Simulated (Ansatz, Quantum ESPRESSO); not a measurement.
# 1T-SiSSe, 2 layers, AA stacking: response to a perpendicular field, part 3 of 6

How does 1T-SiSSe, 2 layers, AA stacking respond to a gate-like field without added charge?

Quantum ESPRESSO 7.5; plane-wave DFT, PBE, GBRV ultrasoft pseudopotentials; geometry and cross-check by Ansatz 0.2.0 with PAW datasets.

So far. Step 3 (Ground state: no field): The run needed 15 iterations to bring the estimated error under 1e-09 Ry; the largest force on any atom, held or free, is 0.12 eV/Å. Step 4 (Potential by pp.x): The vacuum is flat to 0.1 meV/Å, so its level is well defined. Inside the slab the curve depends on the local part of the pseudopotentials; only the vacuum level has a meaning of its own.

### Step 5. Bands along a path: no field

A bands run reads the converged density and follows the path given under K_POINTS.

f0.bands.in

```
&control
  prefix = 'f0.bands'
  outdir = './out'
  pseudo_dir = './pseudo'
  calculation = 'bands'
  tefield = .true.
  dipfield = .true.
/
&system
  ibrav = 0
  nat = 6
  ntyp = 3
  ecutwfc = 40
  ecutrho = 200
  occupations = 'smearing'
  smearing = 'fd'
  degauss = 0.004
  edir = 3
  emaxpos = 0.97
  eopreg = 0.04
  eamp = 0.0
  nbnd = 22
/
&electrons
  conv_thr = 1e-07
  mixing_beta = 0.4
  electron_maxstep = 120
  mixing_mode = 'local-TF'
/
ATOMIC_SPECIES
  Se  78.9710  se_pbe_v1.uspp.F.UPF
  Si  28.0850  si_pbe_v1.uspp.F.UPF
  S   32.0600  s_pbe_v1.4.uspp.F.UPF
CELL_PARAMETERS angstrom
  3.37259245400277 -0.00000000000000 -0.00000000000000
  -1.68629622700139 2.92075074177810 0.00000000000000
  -0.00000000000000 0.00000000000000 24.14728679530000
ATOMIC_POSITIONS crystal
  Se  0.666666666667 0.333333333333 0.320728677658
  Si  -0.000000000000 -0.000000000000 0.381060233240
  S   0.333333333333 0.666666666667 0.434954063310
  Se  0.666666666667 0.333333333333 0.564754296182
  Si  0.000000000000 0.000000000000 0.625047056169
  S   0.333333333333 0.666666666667 0.679037626241
K_POINTS crystal_b
4
  0.0000000000 0.0000000000 0.0000000000 14
  0.5000000000 0.0000000000 0.0000000000 14
  0.3333333333 0.3333333333 0.0000000000 14
  0.0000000000 0.0000000000 0.0000000000 1
```

Started as:

```sh
> cp -r out/f0.save out/f0.bands.save
> cp out/f0.xml out/f0.bands.xml
> OMP_NUM_THREADS=1 mpirun -n 4 pw.x -nk 4 -in f0.bands.in > f0.bands.out
```

The log of the run:

```text
[banner, memory and clock lines left out]
Program PWSCF v.7.5 starts

          URL

     Presently no symmetry can be used with electric field

     Atomic positions and unit cell read from directory:
     ./out/f0.bands.save/

     G-vector sticks info

     bravais-lattice index     =            0
     lattice parameter (alat)  =       6.3733  a.u.
     unit-cell volume          =    1605.1784 (a.u.)^3
     number of atoms/cell      =            6
     number of atomic types    =            3
     number of electrons       =        32.00
     number of Kohn-Sham states=           22
     kinetic-energy cutoff     =      40.0000  Ry
     charge density cutoff     =     200.0000  Ry
     Exchange-correlation=  SLA  PW   PBX  PBC
                           (   1   4   3   4   0   0   0)

     celldm(1)=   6.373276  celldm(2)=   0.000000  celldm(3)=   0.000000
     celldm(4)=   0.000000  celldm(5)=   0.000000  celldm(6)=   0.000000

     crystal axes: (cart. coord. in units of alat)
               a(1) = (   1.000000  -0.000000  -0.000000 )
               a(2) = (  -0.500000   0.866025   0.000000 )
               a(3) = (  -0.000000   0.000000   7.159859 )

     reciprocal axes: (cart. coord. in units 2 pi/alat)
               b(1) = (  1.000000  0.577350  0.000000 )
               b(2) = (  0.000000  1.154701  0.000000 )
               b(3) = (  0.000000  0.000000  0.139668 )

     PseudoPot. # 1 for Se read from file:
     ./pseudo/se_pbe_v1.uspp.F.UPF
     Pseudo is Ultrasoft + core correction, Zval =  6.0
     Generated by new atomic code, or converted to UPF format
     Using radial grid of  877 points,  6 beta functions with:
                l(1) =   0
                l(2) =   0
                l(3) =   1
                l(4) =   1
                l(5) =   2
                l(6) =   2
     Q(r) pseudized with  8 coefficients,  rinner =    1.300   1.300   1.300
                                                       1.300   1.300

     PseudoPot. # 2 for Si read from file:
     ./pseudo/si_pbe_v1.uspp.F.UPF
     Pseudo is Ultrasoft + core correction, Zval =  4.0
     Generated by new atomic code, or converted to UPF format
     Using radial grid of  899 points,  6 beta functions with:
                l(1) =   0
                l(2) =   0
                l(3) =   1
                l(4) =   1
                l(5) =   2
                l(6) =   2
     Q(r) pseudized with  8 coefficients,  rinner =    0.900   0.900   0.900
                                                       0.900   0.900

     PseudoPot. # 3 for S  read from file:
     ./pseudo/s_pbe_v1.4.uspp.F.UPF
     Pseudo is Ultrasoft + core correction, Zval =  6.0
     Generated by new atomic code, or converted to UPF format
     Using radial grid of  907 points,  6 beta functions with:
                l(1) =   0
                l(2) =   0
                l(3) =   1
                l(4) =   1
                l(5) =   2
                l(6) =   2
     Q(r) pseudized with  8 coefficients,  rinner =    1.300   1.300   1.300
                                                       1.300   1.300

     atomic species   valence    mass     pseudopotential
     Se                6.00    78.97100     Se( 1.00)
     Si                4.00    28.08500     Si( 1.00)
     S                 6.00    32.06000     S ( 1.00)

     No symmetry found

   Cartesian axes

     site n.     atom                  positions (alat units)
         1        Se     tau(   1) = (   0.5000000   0.2886751   2.2963721  )
         2        Si     tau(   2) = (   0.0000000   0.0000000   2.7283376  )
         3        S      tau(   3) = (  -0.0000000   0.5773503   3.1142098  )
         4        Se     tau(   4) = (   0.5000000   0.2886751   4.0435612  )
         5        Si     tau(   5) = (   0.0000000   0.0000000   4.4752489  )
         6        S      tau(   6) = (  -0.0000000   0.5773503   4.8618137  )

     number of k points=    43  Fermi-Dirac smearing, width (Ry)=  0.0040
                       cart. coord. in units 2pi/alat
        k(    1) = (   0.0000000   0.0000000   0.0000000), wk =   0.0465116
        k(    2) = (   0.0357143   0.0206197   0.0000000), wk =   0.0465116
        k(    3) = (   0.0714286   0.0412393   0.0000000), wk =   0.0465116
        k(    4) = (   0.1071429   0.0618590   0.0000000), wk =   0.0465116
        k(    5) = (   0.1428571   0.0824786   0.0000000), wk =   0.0465116
        k(    6) = (   0.1785714   0.1030983   0.0000000), wk =   0.0465116
        k(    7) = (   0.2142857   0.1237179   0.0000000), wk =   0.0465116
        k(    8) = (   0.2500000   0.1443376   0.0000000), wk =   0.0465116
        k(    9) = (   0.2857143   0.1649572   0.0000000), wk =   0.0465116
        k(   10) = (   0.3214286   0.1855769   0.0000000), wk =   0.0465116
        k(   11) = (   0.3571429   0.2061965   0.0000000), wk =   0.0465116
        k(   12) = (   0.3928571   0.2268162   0.0000000), wk =   0.0465116
        k(   13) = (   0.4285714   0.2474358   0.0000000), wk =   0.0465116
        k(   14) = (   0.4642857   0.2680555   0.0000000), wk =   0.0465116
        k(   15) = (   0.5000000   0.2886751   0.0000000), wk =   0.0465116
        k(   16) = (   0.4880952   0.3092948   0.0000000), wk =   0.0465116
        k(   17) = (   0.4761905   0.3299144   0.0000000), wk =   0.0465116
        k(   18) = (   0.4642857   0.3505341   0.0000000), wk =   0.0465116
        k(   19) = (   0.4523810   0.3711537   0.0000000), wk =   0.0465116
        k(   20) = (   0.4404762   0.3917734   0.0000000), wk =   0.0465116
        k(   21) = (   0.4285714   0.4123930   0.0000000), wk =   0.0465116
        k(   22) = (   0.4166667   0.4330127   0.0000000), wk =   0.0465116
        k(   23) = (   0.4047619   0.4536324   0.0000000), wk =   0.0465116
        k(   24) = (   0.3928571   0.4742520   0.0000000), wk =   0.0465116
        k(   25) = (   0.3809524   0.4948717   0.0000000), wk =   0.0465116
        k(   26) = (   0.3690476   0.5154913   0.0000000), wk =   0.0465116
        k(   27) = (   0.3571429   0.5361110   0.0000000), wk =   0.0465116
        k(   28) = (   0.3452381   0.5567306   0.0000000), wk =   0.0465116
        k(   29) = (   0.3333333   0.5773503   0.0000000), wk =   0.0465116
        k(   30) = (   0.3095238   0.5361110   0.0000000), wk =   0.0465116
        k(   31) = (   0.2857143   0.4948717   0.0000000), wk =   0.0465116
        k(   32) = (   0.2619048   0.4536324   0.0000000), wk =   0.0465116
        k(   33) = (   0.2380952   0.4123930   0.0000000), wk =   0.0465116
        k(   34) = (   0.2142857   0.3711537   0.0000000), wk =   0.0465116
        k(   35) = (   0.1904762   0.3299144   0.0000000), wk =   0.0465116
[...]
-12.7867 -12.5375 -12.1183 -11.8852  -7.9355  -7.6806  -5.8022  -5.5079
    -3.0716  -3.0270  -2.8175  -2.4791  -1.2397  -0.9711  -0.5599  -0.3027
     0.9437   1.1845   4.5311   4.6982   5.1791   5.3911

          k = 0.5000 0.2887 0.0000 (  6838 PWs)   bands (ev):

   -12.6797 -12.4287 -12.1665 -11.9366  -7.9921  -7.7371  -5.8523  -5.5575
    -3.0879  -2.9848  -2.8338  -2.4511  -1.2710  -0.9869  -0.5722  -0.3147
     0.9106   1.1488   4.5152   4.6879   5.2207   5.3483

          k = 0.4881 0.3093 0.0000 (  6846 PWs)   bands (ev):

   -12.6759 -12.4248 -12.1634 -11.9335  -7.9919  -7.7373  -5.8465  -5.5516
    -3.1346  -2.9966  -2.8685  -2.4562  -1.2660  -0.9748  -0.6041  -0.3491
     0.9575   1.1961   4.5536   4.7233   5.2287   5.3690

          k = 0.4762 0.3299 0.0000 (  6840 PWs)   bands (ev):

   -12.6643 -12.4132 -12.1540 -11.9242  -7.9916  -7.7379  -5.8289  -5.5340
    -3.2640  -3.0660  -2.9295  -2.4754  -1.2537  -0.9453  -0.6916  -0.4433
     1.0894   1.3292   4.6577   4.8273   5.2462   5.4379

          k = 0.4643 0.3505 0.0000 (  6852 PWs)   bands (ev):

   -12.6452 -12.3940 -12.1388 -11.9092  -7.9917  -7.7397  -5.7997  -5.5048
    -3.4520  -3.2289  -2.9607  -2.5161  -1.2389  -0.9239  -0.8060  -0.5739
     1.2854   1.5262   4.7990   4.9907   5.2732   5.5531

          k = 0.4524 0.3712 0.0000 (  6846 PWs)   bands (ev):

   -12.6188 -12.3675 -12.1184 -11.8891  -7.9933  -7.7436  -5.7591  -5.4640
    -3.6740  -3.4390  -2.9893  -2.5848  -1.2256  -1.0167  -0.8392  -0.7078
     1.5202   1.7597   4.9494   5.1674   5.3499   5.6734

          k = 0.4405 0.3918 0.0000 (  6848 PWs)   bands (ev):

   -12.5855 -12.3341 -12.0937 -11.8648  -7.9980  -7.7508  -5.7072  -5.4119
    -3.9095  -3.6650  -3.0344  -2.6854  -1.2166  -1.1819  -0.8674  -0.7724
     1.7677   2.0023   5.0885   5.2882   5.5332   5.7772

          k = 0.4286 0.4124 0.0000 (  6838 PWs)   bands (ev):

   -12.5459 -12.2943 -12.0659 -11.8375  -8.0074  -7.7627  -5.6444  -5.3488
    -4.1424  -3.8888  -3.1099  -2.8171  -1.3475  -1.2124  -0.9443  -0.7544
     2.0005   2.2307   5.2052   5.4193   5.7174   5.9411

          k = 0.4167 0.4330 0.0000 (  6824 PWs)   bands (ev):

   -12.5006 -12.2486 -12.0366 -11.8090  -8.0231  -7.7807  -5.5712  -5.2753
    -4.3602  -4.0971  -3.2285  -2.9734  -1.4878  -1.2115  -0.9967  -0.7309
     2.1895   2.4319   5.3258   5.5555   5.8139   5.9015

          k = 0.4048 0.4536 0.0000 (  6796 PWs)   bands (ev):

   -12.4505 -12.1981 -12.0078 -11.7812  -8.0462  -7.8055  -5.4887  -5.1921
    -4.5531  -4.2798  -3.3934  -3.1482  -1.5876  -1.2089  -1.0253  -0.7125
     2.3122   2.6026   5.4528   5.6587   5.7344   6.1260

          k = 0.3929 0.4743 0.0000 (  6798 PWs)   bands (ev):

   -12.3968 -12.1436 -11.9819 -11.7566  -8.0770  -7.8371  -5.3987  -5.1011
    -4.7127  -4.4290  -3.5931  -3.3397  -1.6422  -1.2023  -1.0393  -0.7015
     2.3679   2.7392   5.4955   5.7336   5.7906   6.4053

          k = 0.3810 0.4949 0.0000 (  6800 PWs)   bands (ev):

   -12.3410 -12.0866 -11.9615 -11.7380  -8.1137  -7.8738  -5.3053  -5.0060
    -4.8313  -4.5378  -3.8100  -3.5446  -1.6561  -1.1970  -1.0418  -0.6993
     2.3747   2.8366   5.4713   5.7883   5.9589   6.7020

          k = 0.3690 0.5155 0.0000 (  6828 PWs)   bands (ev):

   -12.2853 -12.0288 -11.9492 -11.7283  -8.1529  -7.9125  -5.2191  -4.9167
    -4.8978  -4.5971  -4.0284  -3.7542  -1.6384  -1.2043  -1.0290  -0.7069
     2.3548   2.8961   5.4662   5.8215   6.1399   6.9014

          k = 0.3571 0.5361 0.0000 (  6832 PWs)   bands (ev):

   -12.2331 -11.9734 -11.9466 -11.7296  -8.1891  -7.9480  -5.1606  -4.8995
    -4.8505  -4.5929  -4.2331  -3.9555  -1.5999  -1.2301  -1.0010  -0.7240
     2.3268   2.9250   5.4957   5.8237   6.3105   6.8818

          k = 0.3452 0.5567 0.0000 (  6844 PWs)   bands (ev):

   -12.1912 -11.9523 -11.9263 -11.7408  -8.2156  -7.9740  -5.1361  -4.8465
    -4.8187  -4.5332  -4.4009  -4.1265  -1.5545  -1.2665  -0.9684  -0.7459
     2.3042   2.9344   5.5539   5.7883   6.4617   6.8095

          k = 0.3333 0.5774 0.0000 (  6852 PWs)   bands (ev):

   -12.1729 -11.9576 -11.9042 -11.7501  -8.2258  -7.9840  -5.1282  -4.8102
    -4.8086  -4.4874  -4.4779  -4.2064  -1.5297  -1.2880  -0.9515  -0.7585
     2.2955   2.9354   5.6024   5.7468   6.5462   6.7506

          k = 0.3095 0.5361 0.0000 (  6828 PWs)   bands (ev):

   -12.2620 -12.0056 -11.9259 -11.7053  -8.1761  -7.9348  -5.2042  -4.9058
    -4.8081  -4.5068  -4.2751  -3.9950  -1.6389  -1.1978  -1.0223  -0.7014
     2.3344   2.9450   5.4080   5.9279   6.3133   6.8635

          k = 0.2857 0.4949 0.0000 (  6824 PWs)   bands (ev):

   -12.4854 -12.2359 -11.8794 -11.6491  -8.0164  -7.7758  -5.3562  -5.0702
    -4.6625  -4.3720  -3.9355  -3.6497  -1.8347  -1.2327  -0.9716  -0.6049
     2.4462   2.9903   5.1586   5.9003   6.3089   6.9064

          k = 0.2619 0.4536 0.0000 (  6822 PWs)   bands (ev):

   -12.7838 -12.5361 -11.8685 -11.6315  -7.7510  -7.5107  -5.4213  -5.1478
    -4.4503  -4.1873  -3.5555  -3.2659  -2.0013  -1.4052  -0.7942  -0.5226
     2.6074   3.0696   4.9829   5.6181   6.5985   6.8583

          k = 0.2381 0.4124 0.0000 (  6830 PWs)   bands (ev):

   -13.1205 -12.8731 -11.9078 -11.6637  -7.4007  -7.1604  -5.3558  -5.0933
    -4.2526  -4.0102  -3.1579  -2.8642  -2.0598  -1.5375  -0.6626  -0.4494
     2.7848   3.1630   4.9109   5.4028   6.6127   6.7227

          k = 0.2143 0.3712 0.0000 (  6844 PWs)   bands (ev):

   -13.4684 -13.2210 -11.9963 -11.7441  -6.9943  -6.7540  -5.1564  -4.9013
    -4.1373  -3.8496  -2.7612  -2.4627  -1.9572  -1.5661  -0.6268  -0.3581
     2.9459   3.2509   4.9340   5.2879   6.3450   6.5511

          k = 0.1905 0.3299 0.0000 (  6867 PWs)   bands (ev):

   -13.8082 -13.5608 -12.1232 -11.8626  -6.5719  -6.3294  -4.8384  -4.5832
    -4.0828  -3.7055  -2.3812  -2.0769  -1.7132  -1.4523  -0.6469  -0.2756
     3.0704   3.3260   5.0028   5.2760   6.0593   6.3514

          k = 0.1667 0.2887 0.0000 (  6871 PWs)   bands (ev):

   -14.1266 -13.8791 -12.2731 -12.0048  -6.1981  -5.9355  -4.4382  -4.1643
    -3.9579  -3.5502  -2.0285  -1.7115  -1.4206  -1.2269  -0.6356  -0.2246
     3.1611   3.3959   5.0509   5.3076   5.8171   6.2008

          k = 0.1429 0.2474 0.0000 (  6881 PWs)   bands (ev):

   -14.4145 -14.1670 -12.4307 -12.1557  -5.9613  -5.6231  -4.0075  -3.6934
    -3.6162  -3.2816  -1.7276  -1.3673  -1.2248  -0.9446  -0.4887  -0.1920
     3.2424   3.4767   5.0383   5.2777   5.5907   6.1621

          k = 0.1190 0.2062 0.0000 (  6901 PWs)   bands (ev):

   -14.6655 -14.4181 -12.5828 -12.3024  -5.8866  -5.4305  -3.5247  -3.2097
    -3.0723  -2.8170  -1.5565  -1.0930  -1.0501  -0.6682  -0.2525  -0.1159
     3.3416   3.5841   4.9583   5.1915   5.3354   5.9683

          k = 0.0952 0.1650 0.0000 (  6901 PWs)   bands (ev):

   -14.8755 -14.6281 -12.7190 -12.4345  -5.9105  -5.3536  -2.9629  -2.6627
    -2.4574  -2.2395  -1.5363  -0.8811  -0.7920  -0.4866  -0.0726   0.0911
     3.4634   3.7131   4.8451   5.0404   5.0953   5.6622

          k = 0.0714 0.1237 0.0000 (  6889 PWs)   bands (ev):

   -15.0413 -14.7940 -12.8317 -12.5441  -5.9694  -5.3462  -2.3655  -2.0625
    -1.8700  -1.7390  -1.4739  -0.6971  -0.5772  -0.3129   0.0892   0.2891
     3.5469   3.7971   4.7228   4.7944   4.9736   5.3163

          k = 0.0476 0.0825 0.0000 (  6893 PWs)   bands (ev):

   -15.1611 -14.9138 -12.9156 -12.6260  -6.0276  -5.3651  -1.8796  -1.6079
    -1.4667  -1.3724  -1.1065  -0.6573  -0.2752  -0.0388   0.1949   0.4065
     3.4158   3.7291   4.6180   4.6725   4.8621   5.0423

          k = 0.0238 0.0412 0.0000 (  6869 PWs)   bands (ev):

   -15.2334 -14.9861 -12.9673 -12.6764  -6.0678  -5.3846  -1.8024  -1.2288
    -1.1151  -0.9852  -0.8497  -0.6628   0.0580   0.2239   0.2771   0.4376
     3.1176   3.5277   4.3598   4.6499   4.7639   4.8297

          k = 0.0000 0.0000 0.0000 (  6799 PWs)   bands (ev):

   -15.2576 -15.0103 -12.9847 -12.6935  -6.0819  -5.3923  -1.8039  -1.0394
    -1.0394  -0.7724  -0.7724  -0.6805   0.2168   0.2168   0.4292   0.4292
     2.9677   3.4129   4.2040   4.5242   4.7728   4.7728

     XML data file, pseudopotentials, collected wavefunctions

                                        0.00s GPU  (    1157 calls)
[key lines of the parts left out:]
Dipole field         -0.0005 Ry au,
```

Run time: 59 s. Hardware: 4 MPI ranks of Arm Neoverse V1, shared host; peak memory 0.38 GiB.

Numbers from this step:

```
valence top, on the run's zero       : 0.4626 eV
conduction bottom, on the run's zero : 0.9106 eV
gap by band count                    : 0.4480 eV
```

Band numbers count within the set of bands kept for display. Electronic bands along the path, in eV, zero at the highest filled level of the SCF mesh; v1 is the highest filled band, c1 the lowest empty one:

```
point     v4     v3     v2     v1    c1    c2    c3    c4
    Γ  -0.25  -0.25  -0.03  -0.03  2.50  2.95  3.74  4.06
    M  -1.74  -1.45  -1.04  -0.78  0.45  0.68  4.05  4.22
    K  -1.99  -1.75  -1.42  -1.22  1.83  2.47  5.14  5.28
    Γ  -0.25  -0.25  -0.03  -0.03  2.50  2.95  3.74  4.06
```

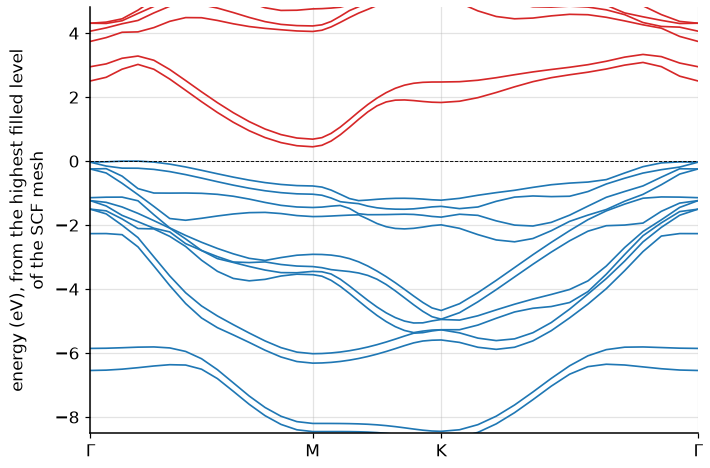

Electronic bands along the path; lines of filled and empty bands in two colours.

Along this path the valence top lies between Γ and M and the conduction bottom at M.

(Continued in part 4 of 6.)

[Logs are printed without paths, hosts, clocks, repeated set-up lines and the standing remarks that a program may print on its own settings, such as how far it seeks lower states.]

[Hosts, paths, dates, database ids (printed as entryN), source tags and the programs' standing remarks are cut or masked in the printed files.]

[Maps of the electrostatic potential energy from Ansatz leave out the sawtooth potential of an applied field or a dipole correction, so their vacuum need not be flat; planar profiles and work functions include it.]
